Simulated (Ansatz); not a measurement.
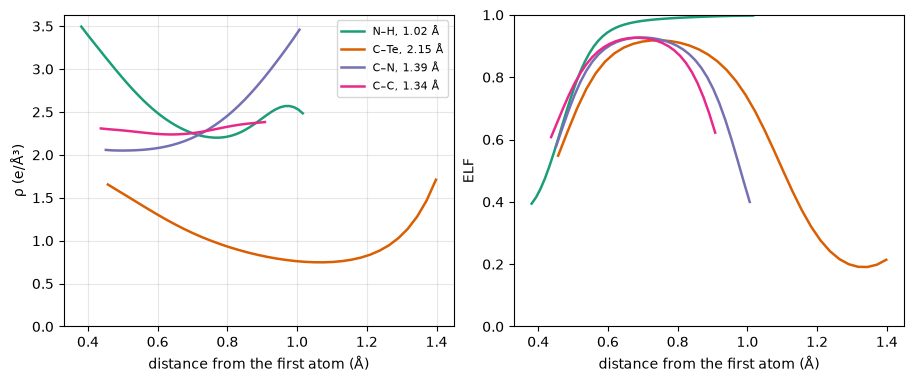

*C$_{3}$H$_{7}$NTe. Electron density and ELF along straight lines between neighbouring atoms. The curves leave out the atomic cores.*

Core potentials replace the inner electrons of Te.

Computed with Ansatz 0.2.0, RKS B3LYP-D4/def2-SVP.

```csv
atom,x (Å),y (Å),z (Å)
C,-0.8456,1.1520,1.5567
C,-0.3979,0.0746,0.8883
N,0.7558,-0.6409,1.1797
Te,-1.4558,-0.6448,-0.8412
C,0.3045,-0.6289,-2.1287
H,-1.6744,1.7523,1.1827
H,-0.3678,1.4674,2.4920
H,0.6750,-1.6506,1.0979
H,1.2353,-0.3551,2.0313
H,1.1626,-0.8957,-1.4986
H,0.1602,-1.3789,-2.9184
H,0.4412,0.3690,-2.5642
```

Q: What can be read from the curves?

A: N–H (1.02 Å): ρ is about 2.9 e/Å³ halfway; the ELF climbs to about 1 towards the hydrogen, as it does in any bond to H (a covalent bond by its length).
C–Te (2.15 Å): the density is about 0.75 e/Å³ at the midpoint; the ELF peaks at about 0.90 between the atoms (a shared electron pair).
C–N (1.39 Å): the density is about 2.2 e/Å³ at the midpoint; the ELF peaks at about 0.95 between the atoms: a covalent bond.
C–C (1.34 Å): ρ at the midpoint is about 2.2 e/Å³; the ELF peaks at about 0.95 between the atoms; a multiple bond.
